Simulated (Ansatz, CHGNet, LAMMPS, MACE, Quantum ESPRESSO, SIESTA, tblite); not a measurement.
**Zn2+ BF4- in dimethoxyethane and tetrahydrofuran at 480 K (85 atoms) in tblite**

Aim: run Zn2+ BF4- in dimethoxyethane and tetrahydrofuran at 480 K (85 atoms) in tblite and see how near its forces come to a plane-wave reference, and at what cost.

Main program and level: tblite 0.8.0; the method is named at each step.

**1. Set-up**

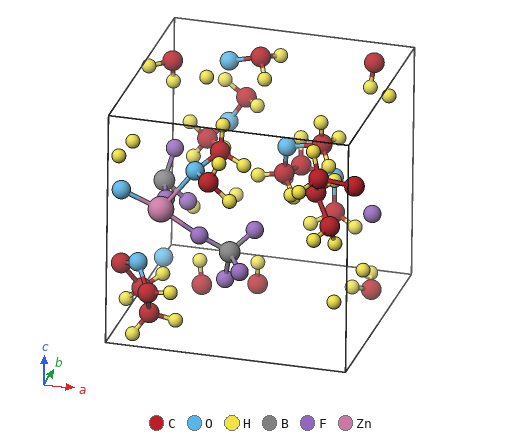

Start, viewed slightly off an axis; carbon red, oxygen blue, hydrogen yellow, boron grey, fluorine purple, zinc pink. Bonds to atoms that aren't drawn are left out. Some periodic images of atoms are drawn too.

The cell holds 85 atoms: 20 C, 8 O, 46 H, 2 B, 8 F and 1 Zn. Its edges and angles: a = 10.026 Å, b = 10.026 Å, c = 10.026 Å, α = 90.0°, β = 90.0°, γ = 90.0°. 3 dimethoxyethane, 2 tetrahydrofuran, 1 Zn2+, 2 BF4- placed at random, at 1.08 g/cm³; overlaps pushed apart, then 10 ps at 550 K with stiff harmonic cages for PF6 and BF4 with UFF radii; divalent ions of Li, Roberts, Chakravorty and Merz (J. Chem. Theory Comput. 9, 2733 (2013)); MMFF94 bonds, angles, torsions, charges and radii (Halgren, J. Comput. Chem. 17, 490 (1996)) in harmonic and 12-6 forms; charges of ions scaled by 0.8. Snapshot after 30 ps at 480 K and fixed volume.

The yardstick, on the same geometry:

```
method                                           : Kohn-Sham DFT, PBE, SSSP efficiency 1.3.0 pseudopotentials, plane waves (Quantum ESPRESSO 7.5); sssp-pbe-1.3.0-efficiency, cutoffs 60/480 Ry, Γ point
r.m.s. force component                           : 1.132 eV/Å
longest force                                    : 4.736 eV/Å
pressure                                         : 2.852 GPa
gap (highest filled to lowest empty level) : 4.052 eV
time                                             : 95 s on 2 MPI ranks of Arm Neoverse V2, shared host
CPU time                                         : 3.2 min
```

**2. GFN1-xTB**

Method: GFN1-xTB tight binding, diagonalisation.

The input, run.py:

```python
import numpy as np
from ase.io import read
from tblite.ase import TBLite

atoms = read("structure.xyz")
atoms.calc = TBLite(method="GFN1-xTB", electronic_temperature=580, accuracy=1.0, max_iterations=250, mixer_damping=0.4, verbosity=1)
energy = atoms.get_potential_energy()
forces = atoms.get_forces()
print(f"energy {energy:.6f} eV")
print("forces (eV/A)")
for i, (a, f) in enumerate(zip(atoms, forces)):
    print(f"{i:4d} {a.symbol:2s} {f[0]:10.5f} {f[1]:10.5f} {f[2]:10.5f}")
stress = -atoms.get_stress(voigt=False) * 160.21766
print("stress (GPa, compression positive)")
for row in stress:
    print(" ".join(f"{x:10.4f}" for x in row))
print("charges (e)")
print(np.array2string(atoms.get_charges(), precision=4, suppress_small=True, max_line_width=110, threshold=100000))
```

The input, structure.xyz:

```xyz
85
Lattice="10.02554 0.00000 0.00000 0.00000 10.02554 0.00000 0.00000 0.00000 10.02554" Properties=species:S:1:pos:R:3 pbc="T T T"
C 7.35233 5.85983 7.19583
O 5.91798 5.74042 6.95712
C 5.70734 6.13603 5.58773
C 6.02334 7.58743 5.34341
O 7.39905 7.60768 4.98620
C 7.50702 7.35514 3.56889
H 7.77491 6.85577 7.09989
H 7.84328 5.08465 6.62407
H 7.33739 5.67185 8.23337
H 6.28802 5.47084 4.88404
H 4.66278 5.98445 5.42843
H 5.85111 8.14705 6.30376
H 5.33700 7.84478 4.58989
H 8.48572 6.92213 3.23023
H 6.68734 6.67310 3.26331
H 7.20034 8.28180 3.07754
C 8.85255 8.18866 9.99336
O 0.21284 8.05472 0.31921
C 0.78650 6.90559 9.57469
C 2.25254 6.45013 0.06777
O 2.98581 7.52156 9.59254
C 4.33875 7.34130 10.01842
H 8.54316 9.23072 0.21846
H 8.27538 7.37028 0.36092
H 8.70317 8.17362 8.89626
H 0.02256 6.08109 9.59444
H 0.76946 7.13327 8.57093
H 2.59922 5.47274 9.70332
H 2.14276 6.50146 1.10461
H 4.93116 8.23578 9.77059
H 4.38898 7.14260 1.03494
H 4.76023 6.42777 9.48266
C 3.84359 3.11183 7.61039
O 3.09909 2.01563 7.12325
C 3.96861 0.85849 7.22721
C 3.13679 9.68658 7.06319
O 2.37335 9.83776 5.82985
C 1.85212 8.50667 5.58834
H 3.65541 4.07598 7.12635
H 4.88805 2.90781 7.20686
H 3.89292 3.28768 8.70006
H 4.81837 1.00737 6.43369
H 4.41525 0.79813 8.14264
H 2.27901 9.53830 7.79546
H 3.81732 8.85265 7.14059
H 2.71612 7.84639 5.57741
H 1.21169 8.16119 6.38928
H 1.25359 8.58377 4.69356
C 1.51356 1.09218 1.04436
C 0.84415 2.38728 1.50644
C 0.11319 1.85653 2.72845
O 1.06381 0.91884 3.31043
C 1.68048 0.21294 2.32613
H 2.54929 1.34894 0.73658
H 0.94451 0.66870 0.22648
H 0.09745 2.75512 0.76876
[... 25 atom lines left out ...]
F 5.36507 2.97027 4.39560
F 5.31163 0.89568 3.42823
F 3.33971 1.91187 4.34517
Zn 1.78164 1.69943 5.39133
```

On the command line:

```sh
> OMP_NUM_THREADS=1 python run.py > output.txt
```

Log:

```text
------------------------------------------------------------
  cycle        total energy    energy error   density error
------------------------------------------------------------
      1     -148.3038551042  -1.4926963E+02   5.7847658E-01
      2     -149.6450341531  -1.3411790E+00   3.2416280E-01
      3     -149.6600254103  -1.4991257E-02   1.0966854E-01
      4     -149.6801794213  -2.0154011E-02   2.4675877E-02
      5     -149.6932065382  -1.3027117E-02   2.5583299E-03
      6     -149.6933409581  -1.3441990E-04   6.3939458E-04
      7     -149.6933461578  -5.1996939E-06   1.8157819E-04
      8     -149.6933463658  -2.0800266E-07   7.6114319E-05
      9     -149.6933464723  -1.0651979E-07   1.5447728E-05
------------------------------------------------------------
 total:                                   1.737 sec
energy -4073.363436 eV
forces (eV/A)
   0 C    -1.86346   -0.47193    0.56520
   1 O     1.57202    1.06558   -1.52415
   2 C    -0.39509   -1.69739    0.79318
   3 C     1.09419   -0.85832    2.03008
   4 O     0.24398    0.63458   -1.26278
   5 C    -0.62730   -0.14046    0.04042
   6 H    -0.16002    0.08656   -0.58340
   7 H     0.51930    0.06461   -0.18571
   8 H     0.87781   -0.66776    1.59017
   9 H    -0.46485    0.45025    0.70149
  10 H    -1.06523   -0.33739   -0.31025
  11 H     0.30222   -0.12789   -0.94166
  12 H    -0.57215    1.29084   -1.23843
  13 H    -0.77877    0.69760    0.74111
  14 H     0.58468   -0.25555    0.08481
  15 H     0.71663    0.28986   -0.43072
  16 C     1.08494    1.28500   -0.78816
  17 O     0.11224   -1.67667   -1.38238
  18 C    -0.80107   -1.24718    2.85854
  19 C    -3.43833    1.31535   -2.37266
  20 O     2.01352    0.14017    0.33601
  21 C     0.43665   -0.42400   -1.94448
  22 H    -0.00344   -0.92656    0.56837
  23 H    -0.50755   -0.07124    0.61319
[...]
77 F     0.02505    0.38061    0.27527
  78 F    -0.65413    1.59216    0.40780
  79 B     1.48076   -1.23812   -2.71559
  80 F    -0.07883    0.21059    1.73705
  81 F    -0.23894    0.27051    0.00400
  82 F    -0.98194    0.80737    0.89392
  83 F     0.11215   -0.20197    0.05806
  84 Zn    1.05160    0.15939   -0.76995
stress (GPa, compression positive)
   -1.3057     0.2657     0.3512
    0.2657    -0.0555    -1.4267
    0.3512    -1.4267     2.2633
charges (e)
[ 0.1474 -0.4791  0.1666  0.1729 -0.4666  0.1591  0.0284  0.0389  0.019   0.0437  0.0396  0.0207  0.0318
  0.0431  0.0147  0.0237  0.1634 -0.4669  0.1722  0.1915 -0.4608  0.1618  0.0291  0.0234  0.0079  0.0117
  0.0382  0.0267  0.0468  0.0213  0.0281  0.0215  0.1609 -0.4114  0.1763  0.1742 -0.4109  0.1573  0.0686
  0.0283  0.0246  0.0555  0.0345  0.0491  0.0394  0.0443  0.0349  0.0661 -0.0665 -0.0596  0.1804 -0.4169
  0.2013  0.0404  0.0205  0.0133  0.0656  0.0171  0.0639  0.0185  0.0553 -0.0589 -0.0545  0.1749 -0.4034
  0.1826  0.0508  0.0479  0.0304  0.0369  0.0378  0.0581  0.0352  0.0588  0.7504 -0.3039 -0.3771 -0.3759
 -0.4036  0.7445 -0.4134 -0.3613 -0.4372 -0.2866  0.8231]
```

Elapsed: 2.2 s, on 1 thread of Arm Neoverse V2, shared host; peak memory 0.16 GiB.

Banners, paths, timers and routine set-up lines are dropped from the logs unmarked, and long logs keep their key lines alone; longer cuts are marked.

Compared with the plane-wave run:

- r.m.s. force component: 1.098 eV/Å
- r.m.s. difference of force components: 298.6 meV/Å
- longest difference of force vectors: 1851 meV/Å
- force difference over r.m.s. force: 26.37 %
- slope of forces against the reference's: 0.9358
- correlation of force components: 0.9646
- pressure: 0.3007 GPa
- pressure difference: -2.551 GPa

Length of the force difference by element (eV/Å):

```csv
element,atoms,mean,most
B,2,0.69,0.96
C,20,0.54,1.2
F,8,0.69,1.5
H,46,0.17,0.29
O,8,0.68,1.1
Zn,1,1.9,1.9
```

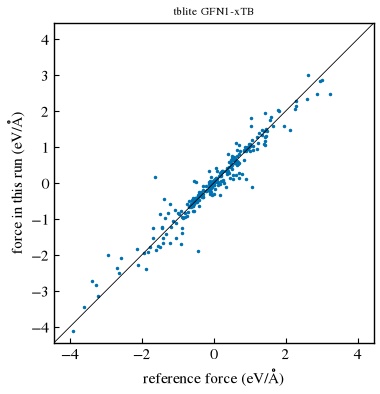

Force components against those of the reference; the line marks equality.

The surroundings of C62, which bears the longest force, nearest first, numbered as they follow in the input and with coordinates relative to it.

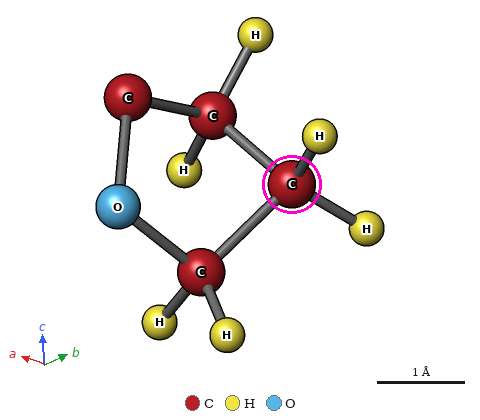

The atoms of the table, within 2.3 Å (arrows a, b, c point along x, y, z); some may hide others; the central atom is ringed.

```csv
atom,x,y,z,distance (Å),bonds,Mulliken charge (e),Fx,Fy,Fz (eV/Å)
C62,0.00,0.00,0.00,0.00,4,-0.06,-1.79,1.94,-4.11
H67,0.51,0.96,0.18,1.10,1,0.05,-0.52,0.05,-0.35
H68,-1.08,0.14,-0.32,1.14,1,0.05,1.19,-0.16,0.57
C63,0.34,-0.90,1.04,1.42,4,-0.05,-1.74,-1.79,2.99
C66,0.79,-0.75,-1.07,1.53,4,0.18,-0.44,-0.31,-2.09
H70,0.00,-0.49,2.01,2.07,1,0.04,0.38,-0.65,-0.06
H69,-0.20,-1.91,0.80,2.08,1,0.03,1.45,1.38,0.94
C64,1.82,-0.84,0.87,2.19,4,0.17,1.83,-1.83,-0.12
H74,0.89,-0.28,-2.02,2.23,1,0.06,-0.53,0.66,-0.84
H73,0.42,-1.81,-1.29,2.26,1,0.04,0.23,0.94,0.54
O65,2.12,-0.78,-0.58,2.33,3,-0.40,-2.01,-0.85,2.48
```

Atoms are counted from 1 here, from 0 in the log.

Forces lie 26 % from the reference's, at 0.012 times its CPU time (on 1 against 2 cores).

The difference per atom is largest on Zn (1.9 eV/Å on average, against 0.69 on B).

**3. Summary of results**

```yaml
force_difference_from_the_reference: tblite GFN1-xTB, 26 %
its_cpu_time: 2.2 s
```

What this shows: Tight binding differs by 26 % (tblite GFN1-xTB); it is another model, with fitted parameters of its own, and the xTB methods hold dispersion. One electronic-structure run takes under half the reference's CPU time: tblite GFN1-xTB, at 26 % in 2.2 s against 3.2 min; its pressure misses by -2.6 GPa. Periodic xTB results under one method name differ between programs and library versions. The reference's pressure holds the uncorrected Pulay stress of its 60 Ry basis, so small pressure differences, and their order, may be the reference's own error. The network of contacts between molecules at the start is that of the classical potential that made the cell, and needn't be the one that DFT or experiment would give. The reference's stress is far from hydrostatic: its diagonal is 1.5, 2.6, 4.5 GPa, compression counted positive. The reference's PBE has no dispersion term, which matters for the binding between molecules or layers. The density was typed from a rule of thumb and may lie off the real one at this temperature. The electronic-structure runs sample only Γ, in a cell whose shortest periodic width is 10 Å.

[Also dropped from logs without a mark: logging warnings of Python, and SIESTA's first energy breakdown and zero terms.]

[Logs are printed without paths, hosts, clocks, repeated set-up lines and the standing remarks that a program may print on its own settings, such as how far it seeks lower states.]

[Hosts, paths, dates, database ids (printed as entryN), source tags and the programs' standing remarks are cut or masked in the printed files.]

[The MMFF94 radii named for the starting cell were scaled by 0.96; in molecules described by MMFF94, hydrogen bound to N, O or S took a small fixed 12-6 site in their place.]
